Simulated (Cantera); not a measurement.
A closed system holds: 1 mol Cu2O, a varied amount of CH4, 0.52 mol H2, at 1100 °C and 1.30 bar.

Cantera equilibrium calculation (NASA polynomials, part measured and part estimated; ideal gas, pure solids and liquids). Candidate condensed phases: C, C6H6, C7H8, C8H18, Cu, CuO, Cu(OH)2, Cu2O, H2O; 113 gas species. Rates play no part.

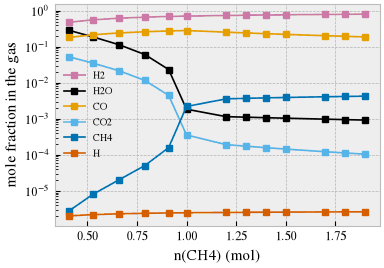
Figure. Equilibrium gas composition (values under 1e-9 drawn at 1e-9)

Problem. Read off the mole fractions at 0.79 mol CH4.

Solution. H2 about 0.67, CO about 0.26, H2O about 0.061, CO2 about 0.012, CH4 about 5.0e-5, H about 2.4e-6.
